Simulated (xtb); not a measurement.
**Run report: CH₃ClO₂W, optimise calculation**

CH₃ClO₂W, multiplicity 3, set up with GFN1-xTB (xtb 6.7.1).

The geometry comes from this level: GFN2-xTB.

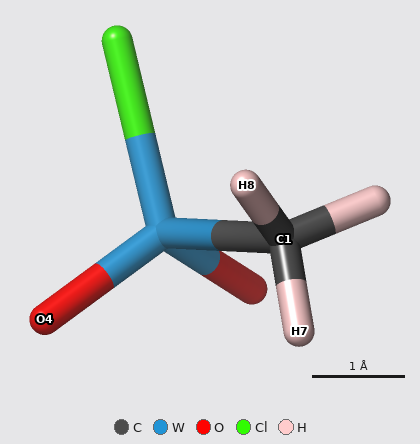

Fig. 1: The structure (stick view, seen at a tilt; atoms are numbered from 1 in the order of the input). Sticks mark near contacts. Bond lengths as drawn: Cl–W 2.17 Å, C–H 1.10 to 1.11 Å, C–W 2.19 Å and O–W 1.68 Å.

## What the run reported

| quantity | value |
| --- | --- |
| outcome | refused by the program |
| hardware | 1 thread of Arm Neoverse V1, 24 GiB of memory available, shared host |

## Diagnosis

Settings chosen away from the usual ones: method = gfn1-xtb; task = optimise; x = {"hlow": 0.005, "accuracy": 0.3}; partner = multiplicity 3; opt_level = normal. The program refused the input.

## The input (mol.json)
```
{"schema_name": "qcschema_molecule", "schema_version": 2, "symbols": ["C", "W", "O", "O", "Cl", "H", "H", "H"], "geometry": [-1.77254421, -0.51013157, 0.95325345, 1.81716064, 0.27009855, -0.94675279, 3.9523055, -0.89446407, 1.09143022, 1.4965686, -1.27159671, -3.70091523, 1.94103219, 4.35833205, -1.34573067, -1.76182946, 0.04442746, 2.96496139, -2.32156634, -2.52098914, 0.9273642, -3.35116472, 0.52432341, 0.05637053], "molecular_charge": 0, "molecular_multiplicity": 3}
```

## File xcontrol
```
$opt
   hlow=0.005
$end
```

Launched with:
```bash
xtb mol.json -o normal --acc 0.3 --input xcontrol --gfn 1 --cma --parallel 1 | tee xtb.out
```

## Output
```
* xtb version 6.7.1
########################################################################
[ERROR] Program stopped due to fatal error
-2- reading geometry input 'mol.json' failed
-1- JSON support not enabled
########################################################################
```

## Standard error
```
ERROR STOP
Error termination. Backtrace:
abnormal termination of xtb
```
